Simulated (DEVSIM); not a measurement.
System: abrupt Ge p-n junction, at 300 K.

```tsv
layer (left to right)	material	thickness (μm)	Nd (cm⁻³)	Na (cm⁻³)	τn (s)	τp (s)
1	Ge	0.650	-	6.1e15	0.00015	0.00015
2	Ge	0.490	3.9e16	-	0.00015	0.00015
```

Left contact: ohmic. Right contact: ohmic. Voltage is applied to the left contact. Recombination: SRH at mid-gap. Mobility is constant in doping.

This is a model device: material constants are rounded textbook-type values typed into the input, and sizes, dopings and lifetimes were drawn at random. Values at 300 K.

| parameter | Ge |
|---|---|
| gap (eV) | 0.664 |
| affinity (eV) | 4 |
| permittivity | 16 |
| Nc (cm⁻³) | 1.04e19 |
| Nv (cm⁻³) | 6e18 |
| μn (cm²/Vs) | 3900 |
| μp (cm²/Vs) | 1900 |

Model (solved in DEVSIM): 1D drift-diffusion, Boltzmann statistics, complete ionisation; no tunnelling, impact ionisation, image-force lowering or self-heating.

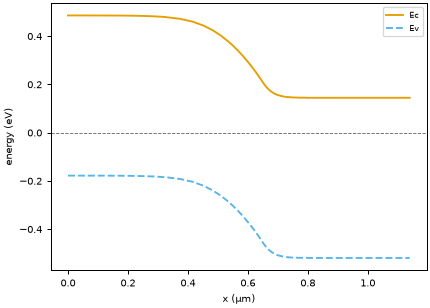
Band edges at zero bias

Energies count from the Fermi level of the right contact; mesh points crowd at the junctions.

```csv
x (μm),Ec (eV),Ev (eV),n (cm⁻³),p (cm⁻³),field (V/cm)
0.000,0.486,-0.178,7.2e10,6.1e15,-11
0.01489,0.486,-0.178,7.2e10,6.1e15,-12
0.03594,0.486,-0.178,7.2e10,6.1e15,-13
0.07142,0.486,-0.178,7.2e10,6.1e15,-20
0.1456,0.485,-0.179,7.3e10,6.0e15,-61
0.2439,0.484,-0.180,7.7e10,5.7e15,-300
0.3742,0.472,-0.192,1.2e11,3.5e15,-2100
0.5110,0.401,-0.263,1.9e12,2.3e14,-9100
0.5671,0.340,-0.324,2.0e13,2.2e13,-13000
0.6067,0.283,-0.381,1.8e14,2.4e12,-16000
0.6303,0.244,-0.420,8.1e14,5.4e11,-17000
0.6510,0.207,-0.457,3.5e15,1.2e11,-18000
0.6648,0.185,-0.479,8.2e15,5.3e10,-13000
0.6878,0.162,-0.502,1.9e16,2.3e10,-6700
0.7352,0.147,-0.517,3.5e16,1.2e10,-1100
0.7973,0.145,-0.519,3.9e16,1.1e10,-92
0.8839,0.144,-0.520,3.9e16,1.1e10,≈ 0
0.9785,0.144,-0.520,3.9e16,1.1e10,≈ 0
1.058,0.144,-0.520,3.9e16,1.1e10,≈ 0
1.097,0.144,-0.520,3.9e16,1.1e10,≈ 0
1.122,0.144,-0.520,3.9e16,1.1e10,≈ 0
1.140,0.144,-0.520,3.9e16,1.1e10,≈ 0
```
